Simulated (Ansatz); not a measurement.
Run report: Mg₈Si₄HO, nudged elastic band (part 2 of 2)

Mg₈Si₄HO (slab, 14 atoms in the cell); DFT PBEsol, scalar-relativistic, plane waves, PAW, no spin polarisation (Ansatz 0.2.0); cutoff 420 eV, 3×3×1 k-mesh, Gaussian smearing of 0.1 eV. The structure derives from an entry of the Crystallography Open Database. One setting was made poor on purpose. The input holds or restrains some coordinates. It belongs to a series of runs on one base structure; here: band between the two ends.

Geometry of the input (Å; fractional positions):
```
6.3910  0.0000  0.0000
0.0000  6.3910  0.0000
0.0000  0.0000  15.7933
Mg 0.2316  0.8632  0.3394
Mg 0.4589  0.4583  0.2779
Si 0.0000  0.0000  0.0633
Mg 0.2431  0.2440  0.1449
Mg 0.2673  0.7717  0.1424
Si 0.0360  0.5430  0.2618
Mg 0.7582  0.7579  0.1525
Mg 0.7706  0.2662  0.1421
Si 0.5423  0.0353  0.2616
Mg 0.8645  0.2302  0.3386
Mg 0.7649  0.7646  0.3575
Si 0.5000  0.5000  0.0633
O  -0.0164  0.9827  0.4059
H  0.0020  1.0048  0.4666
```

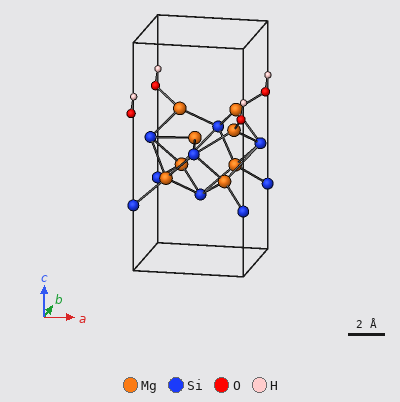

Fig. 1: The starting structure (ball-and-stick view of the cell of the calculation, with the vacuum cut short, seen slightly off an axis). An atom can appear more than once, as a periodic image.

```
Free energy (F): -18355.055438 eV
Harris-Foulkes:  -18355.055438 eV  (|F-HF|=1.58e-9)
Internal energy: -18355.024577 eV  (E = F + TS)
E sigma→0 (E₀):  -18355.040008 eV
Entropy (-TS):   -0.030860 eV (-2.204 meV/atom)
Fermi energy:    0.075447 eV
--- Per-component energies (eV) ---
  E_band       = -3430.407683
  E_kinetic    = 941.594947
  E_local      = -37196.413604  (includes V_loc(G=0)·N_el)
  E_nonlocal   = 926.207388
  E_hartree    = 16367.650610
  E_xc         = -520.465675
  E_vxc        = -577.253306  (∫ρ·V_xc dr)
  E_paw        = -4397.391699  (= ΣΔE_a)
  E_vpaw       = -259.846782  (= ΣTr[D̂ρ^β])
  E_aug_tail   = 0.001295  (compensation charges beyond the density's cutoff)
[...]
  E_ewald      = 5523.159732
  E_core_change = 0.632429  (= ΣΔE_core)
  E_smearing   = -0.030860  (= −TS)
  E_closure    = -0.000000  (closes the sum)
  Σ components = -18355.055438   (vs F -18355.055438, Δ=0.00e0)
--- Forces (eV/Å), atoms counted from 1 ---
  atom   1  Mg    -0.10804201     0.03688771     0.04702441
  atom   2  Mg     0.43621482     0.42397562     0.01559254
  atom   3  Si    -0.15982698    -0.16976583    -0.14879906
  atom   4  Mg    -0.00761230    -0.01228968    -0.01109183
  atom   5  Mg    -0.00616502    -0.01003909    -0.00673301
  atom   6  Si    -0.01651293    -0.08587694     0.07632702
  atom   7  Mg     0.01622581     0.00559628    -0.05902575
  atom   8  Mg    -0.00694731     0.00179378     0.00273858
  atom   9  Si    -0.07034882    -0.00266513     0.05738555
  atom  10  Mg     0.04837015    -0.15073548     0.02867153
  atom  11  Mg    -0.32987689    -0.32744837    -0.21711137
  atom  12  Si    -0.12848557    -0.18092193    -0.12548784
  atom  13  O     -0.42529448    -0.46789777     0.39847794
  atom  14  H      0.75832977     0.93938829    -0.05803361
  max |Σ_I F_I| component: 6.49e-5 eV/Å
--- Band table (eV; the first three rows and the last of 5) ---
  k-point 0: bands = ["-76.1051", "-76.0053", "-75.8993", "-75.8930", "-75.1017", "-75.0755", "-75.0739", "-75.0225", "-43.0939", "-43.0381", "-43.0110", "-42.9975", "-42.9392", "-42.9104", "-42.8826", "-42.8820", "-42.8443", "-42.8330", "-42.7988", "-42.7981", "-42.0675", "-42.0623", "-42.0413", "-42.0397", "-42.0282", "-42.0266", "-42.0096", "-41.9910", "-41.9862", "-41.9780", "-41.9766", "-41.9387", "-21.2028", "-9.0061", "-8.4564", "-7.2942", "-6.9804", "-6.2405", "-5.8673", "-5.5839", "-3.6738", "-3.6338", "-3.3310", "-2.1825", "-1.6945", "-1.6358", "-1.4781", "-1.4267", "-1.0789", "-0.6769", "0.0508", "0.1382", "0.3735", "0.5376", "0.9989", "1.1177", "1.2778", "1.5726", "1.9008", "2.6894", "3.2806", "3.5722", "3.7361", "3.7874", "3.8198", "3.9633"]
  k-point 1: bands = ["-76.1051", "-76.0053", "-75.8993", "-75.8930", "-75.1017", "-75.0755", "-75.0739", "-75.0225", "-43.0939", "-43.0381", "-43.0109", "-42.9975", "-42.9389", "-42.9104", "-42.8827", "-42.8820", "-42.8444", "-42.8331", "-42.7988", "-42.7982", "-42.0668", "-42.0623", "-42.0411", "-42.0398", "-42.0282", "-42.0264", "-42.0091", "-41.9912", "-41.9856", "-41.9793", "-41.9767", "-41.9392", "-21.2026", "-8.9577", "-8.2612", "-7.6720", "-6.8314", "-6.4909", "-5.8461", "-5.5077", "-3.4322", "-3.2796", "-3.1122", "-2.7859", "-2.3659", "-2.3194", "-1.3527", "-1.1032", "-0.9004", "-0.5260", "-0.1627", "-0.1181", "0.1620", "0.7986", "1.3500", "1.6455", "2.1007", "2.4734", "2.6756", "2.8426", "3.1021", "3.2008", "3.6623", "3.9159", "4.1263", "4.3705"]
  k-point 2: bands = ["-76.1051", "-76.0053", "-75.8993", "-75.8930", "-75.1017", "-75.0755", "-75.0739", "-75.0225", "-43.0939", "-43.0380", "-43.0110", "-42.9975", "-42.9391", "-42.9100", "-42.8826", "-42.8820", "-42.8443", "-42.8332", "-42.7989", "-42.7982", "-42.0668", "-42.0623", "-42.0409", "-42.0399", "-42.0281", "-42.0265", "-42.0092", "-41.9897", "-41.9873", "-41.9790", "-41.9766", "-41.9392", "-21.2027", "-8.9481", "-8.2680", "-7.6818", "-6.8332", "-6.4900", "-5.8233", "-5.5235", "-3.4332", "-3.2754", "-3.1050", "-2.7922", "-2.3878", "-2.3062", "-1.3529", "-1.1030", "-0.9009", "-0.5241", "-0.1547", "-0.1089", "0.1313", "0.8043", "1.3230", "1.7040", "2.0989", "2.4867", "2.6874", "2.8506", "3.1090", "3.2053", "3.6664", "3.8702", "4.1136", "4.3592"]
  k-point 4: bands = ["-76.1051", "-76.0053", "-75.8993", "-75.8930", "-75.1017", "-75.0755", "-75.0739", "-75.0226", "-43.0938", "-43.0380", "-43.0109", "-42.9974", "-42.9389", "-42.9100", "-42.8827", "-42.8820", "-42.8444", "-42.8333", "-42.7990", "-42.7983", "-42.0661", "-42.0623", "-42.0407", "-42.0400", "-42.0281", "-42.0264", "-42.0087", "-41.9898", "-41.9868", "-41.9804", "-41.9767", "-41.9397", "-21.2025", "-8.9247", "-8.1018", "-7.7752", "-6.7932", "-6.6429", "-5.8140", "-5.5054", "-4.0121", "-3.7294", "-3.1409", "-3.0132", "-1.9491", "-1.5330", "-1.1809", "-1.0343", "-0.7408", "-0.3865", "-0.1438", "0.2341", "0.2740", "0.8828", "1.4026", "1.6016", "1.7056", "2.1339", "2.9034", "3.2748", "3.3558", "3.4981", "3.7083", "3.9186", "4.0555", "4.1256"]
this run last wrote the band of iteration 12 to [file]
--- NEB band (6 images, 12 band iterations, 439 SCF iterations) ---
  forward barrier  = 0.792037 eV
  backward barrier = 1.286336 eV
  lagrangian_above_aufbau_ev (what the smearing adds, to first order; not taken off the barriers): saddle image -0.018027 eV, end points -0.013872 and -0.015593 eV
  energies are F+E_penalty+E_count in eV, relative to image 0
  image     s (Å)  Δ vs image 0  max|band force component| (eV/Å)
      0    0.0000      0.000000                                 —
      1    1.8232      0.067247                          1.391e-2
  *   2    3.6464      0.792037                          3.407e-2
      3    5.4697      0.596485                          3.518e-2
      4    7.2929     -0.154970                          2.048e-2
      5    9.1162     -0.494299                                 —
  highest-image geometry (image 2):
  cell:  # Å, volume = 645.0734 Å³
    - [6.391, 0.0, 0.0]
    - [0.0, 6.391, 0.0]
    - [0.0, 0.0, 15.79325]
  atoms:
    - { symbol: Mg, position: [0.16507331910969653, 0.7564237809111451, 0.348952475257152] }
    - { symbol: Mg, position: [0.25968046849423876, 0.2541194078284626, 0.3532704103097533] }
    - { symbol: Si, position: [0.0, 0.0, 0.06331819600000001] }
    - { symbol: Mg, position: [0.24815267001298022, 0.24523949293569502, 0.15089169220099596] }
    - { symbol: Mg, position: [0.23647480444236102, 0.7344945353972129, 0.1488230288893813] }
    - { symbol: Si, position: [-0.02165278898429121, 0.4501047762092267, 0.2632365427382694] }
    - { symbol: Mg, position: [0.7503855691687941, 0.7472299020800576, 0.14639947831456893] }
    - { symbol: Mg, position: [0.7325259202801947, 0.2333486525238264, 0.14954461862363053] }
    - { symbol: Si, position: [0.46025477441172535, -0.02463327987838047, 0.2635234750931253] }
    - { symbol: Mg, position: [0.7647166429965577, 0.15486952389054764, 0.35324896778586384] }
    - { symbol: Mg, position: [0.6834276482811146, 0.6778201147659301, 0.33411880196708027] }
    - { symbol: Si, position: [0.5, 0.5, 0.06331819600000001] }
    - { symbol: O, position: [-0.11055463421340755, 0.8704520138712231, 0.4040629639229733] }
    - { symbol: H, position: [-0.17410780656883534, 0.7832360477032191, 0.45026818416855435] }
```

## The last band as extended XYZ (Å, eV, eV/Å)
```
14
Lattice="6.3910 0.0000 0.0000 0.0000 6.3910 0.0000 0.0000 0.0000 15.7933" Properties=species:S:1:pos:R:3:forces:R:3 image=0 energy=-18355.84747
Mg    1.4800    5.5165    5.3609    0.0003  -0.0048   0.0075
Mg    2.9327    2.9290    4.3892    0.0004   0.0020   0.0072
Si    0.0000    0.0000    1.0000   -0.0526  -0.0614  -0.4797
Mg    1.5538    1.5592    2.2879   -0.0086  -0.0021  -0.0083
Mg    1.7085    4.9321    2.2483   -0.0094   0.0006   0.0043
Si    0.2303    3.4700    4.1342   -0.0047   0.0040  -0.0070
Mg    4.8458    4.8438    2.4077    0.0055  -0.0022   0.0104
Mg    4.9247    1.7016    2.2448    0.0040  -0.0035   0.0013
Si    3.4661    0.2254    4.1321    0.0187   0.0030   0.0008
Mg    5.5252    1.4715    5.3476   -0.0009  -0.0042  -0.0051
Mg    4.8886    4.8864    5.6468   -0.0036  -0.0043  -0.0049
Si    3.1955    3.1955    1.0000    0.0555   0.0628   0.4879
O    -0.1051    6.2803    6.4105   -0.0145   0.0220   0.0134
H     0.0127    6.4215    7.3694    0.0103  -0.0119  -0.0279
14
Lattice="6.3910 0.0000 0.0000 0.0000 6.3910 0.0000 0.0000 0.0000 15.7933" Properties=species:S:1:pos:R:3:forces:R:3 image=1 energy=-18355.78023
Mg    1.1875    5.2076    5.4576    0.0109   0.0150   0.0054
Mg    2.3142    2.3001    5.2551    0.0272   0.0325  -0.0124
Si    0.0000    0.0000    1.0000   -0.1549  -0.1554  -0.1070
Mg    1.5691    1.5589    2.3844    0.0011   0.0020  -0.0048
Mg    1.5985    4.7815    2.3833    0.0002   0.0045   0.0005
Si    0.0126    3.1507    4.1940    0.0004   0.0139   0.0053
Mg    4.8169    4.8072    2.4436    0.0042   0.0022  -0.0054
Mg    4.7832    1.5940    2.3942    0.0021   0.0074  -0.0125
Si    3.1711   -0.0008    4.1945    0.0084   0.0070   0.0022
Mg    5.2124    1.1807    5.4808    0.0212   0.0118  -0.0009
Mg    4.5174    4.5006    5.6039    0.0052   0.0098   0.0229
Si    3.1955    3.1955    1.0000    0.0369  -0.0036   0.0973
O    -0.4721    5.9022    6.4569    0.0117   0.0083  -0.0081
H    -0.4138    5.9348    7.4304    0.0255   0.0444   0.0174
14
Lattice="6.3910 0.0000 0.0000 0.0000 6.3910 0.0000 0.0000 0.0000 15.7933" Properties=species:S:1:pos:R:3:forces:R:3 image=2 energy=-18355.05544
Mg    1.0550    4.8343    5.5111   -0.1080   0.0369   0.0470
Mg    1.6596    1.6241    5.5793    0.4362   0.4240   0.0156
Si    0.0000    0.0000    1.0000   -0.1598  -0.1698  -0.1488
Mg    1.5859    1.5673    2.3831   -0.0076  -0.0123  -0.0111
Mg    1.5113    4.6942    2.3504   -0.0062  -0.0100  -0.0067
Si   -0.1384    2.8766    4.1574   -0.0165  -0.0859   0.0763
Mg    4.7957    4.7755    2.3121    0.0162   0.0056  -0.0590
Mg    4.6816    1.4913    2.3618   -0.0069   0.0018   0.0027
Si    2.9415   -0.1574    4.1619   -0.0703  -0.0027   0.0574
Mg    4.8873    0.9898    5.5789    0.0484  -0.1507   0.0287
Mg    4.3678    4.3319    5.2768   -0.3299  -0.3274  -0.2171
Si    3.1955    3.1955    1.0000   -0.1285  -0.1809  -0.1255
O    -0.7066    5.5631    6.3815   -0.4253  -0.4679   0.3985
H    -1.1127    5.0057    7.1112    0.7583   0.9394  -0.0580
14
Lattice="6.3910 0.0000 0.0000 0.0000 6.3910 0.0000 0.0000 0.0000 15.7933" Properties=species:S:1:pos:R:3:forces:R:3 image=3 energy=-18355.25099
Mg    1.2168    4.8872    5.4658    0.0660   0.0079  -0.0169
Mg    1.3100    1.2936    5.4823   -0.1401  -0.1288  -0.0462
Si    0.0000    0.0000    1.0000   -0.1696  -0.1550   0.1015
Mg    1.5949    1.5777    2.3697   -0.0015   0.0046   0.0011
Mg    1.5383    4.7197    2.3423    0.0086   0.0057  -0.0071
Si   -0.0820    3.0606    4.0778    0.0299   0.0706  -0.0474
Mg    4.7857    4.7689    2.3938   -0.0042  -0.0086   0.0174
Mg    4.7166    1.5286    2.3503    0.0208   0.0195  -0.0039
Si    3.0954   -0.1086    4.1203    0.0602   0.0143  -0.0093
Mg    4.9044    1.2428    5.5139   -0.0117   0.1399  -0.0264
Mg    4.7807    4.7565    5.6267    0.1744   0.2024   0.1513
Si    3.1955    3.1955    1.0000    0.0165  -0.0347   0.0036
O    -0.1167    6.2694    5.9438    0.2351   0.2673  -0.1686
H    -1.8301    4.0778    7.2300   -0.2842  -0.4051   0.0508
14
Lattice="6.3910 0.0000 0.0000 0.0000 6.3910 0.0000 0.0000 0.0000 15.7933" Properties=species:S:1:pos:R:3:forces:R:3 image=4 energy=-18356.00244
Mg    1.6206    4.6805    5.5816    0.1225  -0.0665   0.0356
Mg    0.9808    1.0679    5.3482   -0.0801  -0.0642  -0.0387
Si    0.0000    0.0000    1.0000    0.0173  -0.2223   0.1806
Mg    1.6237    1.5919    2.3558    0.0054   0.0052  -0.0077
Mg    1.5897    4.7821    2.3766    0.0124   0.0139   0.0047
Si    0.0060    3.1359    4.0646    0.0226   0.0238   0.0011
Mg    4.7825    4.7744    2.4063   -0.0015  -0.0010  -0.0169
Mg    4.7823    1.5626    2.3321    0.0163   0.0122   0.0038
Si    3.2034    0.0112    4.1387    0.0273   0.0395   0.0016
Mg    4.2736    2.1178    5.3465   -0.1818   0.2533  -0.0328
Mg    5.0284    5.0702    5.6205    0.0715   0.0974  -0.0093
Si    3.1955    3.1955    1.0000    0.0845   0.1158   0.0130
O     0.2553    5.9166    6.1811    0.0980  -0.0878   0.0767
H    -2.5361    3.7072    6.4772   -0.2144  -0.1194  -0.2117
14
Lattice="6.3910 0.0000 0.0000 0.0000 6.3910 0.0000 0.0000 0.0000 15.7933" Properties=species:S:1:pos:R:3:forces:R:3 image=5 energy=-18356.34177
Mg    1.4644    4.8370    5.6085   -0.0053  -0.0047  -0.0161
Mg    0.5861    1.1430    5.1799   -0.0058   0.0018  -0.0102
Si    0.0000    0.0000    1.0000    0.0481  -0.2760  -0.0979
Mg    1.5150    1.6833    2.2420   -0.0047   0.0078  -0.0040
Mg    1.5704    4.8111    2.3831    0.0019  -0.0075  -0.0034
Si   -0.1792    3.3230    4.0031    0.0064  -0.0077   0.0248
Mg    4.6898    4.8934    2.3112   -0.0044   0.0023  -0.0031
Mg    4.8075    1.5666    2.2623    0.0096  -0.0059  -0.0103
Si    3.0250    0.1760    4.0509   -0.0086  -0.0019   0.0275
Mg    3.4323    2.8207    4.4319   -0.0059   0.0113   0.0035
Mg    4.8332    5.2657    5.5447    0.0070   0.0041  -0.0142
Si    3.1955    3.1955    1.0000   -0.0457   0.2780   0.0920
O     0.0669    6.0168    6.1843   -0.0007   0.0043   0.0065
H    -3.2200    3.9216    6.0369    0.0081  -0.0059   0.0047
```

## Summary

```csv
quantity,value
outcome,converged under the restraints of the input
"barrier, forward",0.792 eV
"barrier, backward",1.286 eV
electrons treated,103
wall time,2.1 min (CPU time 4.1 min)
peak memory,1.6 GiB
```

## Remarks

A deliberately poor setting: no climbing. The cell holds an odd number of electrons but the run has no spin polarisation, so a band is left half filled. The order of the saddle point was not checked.
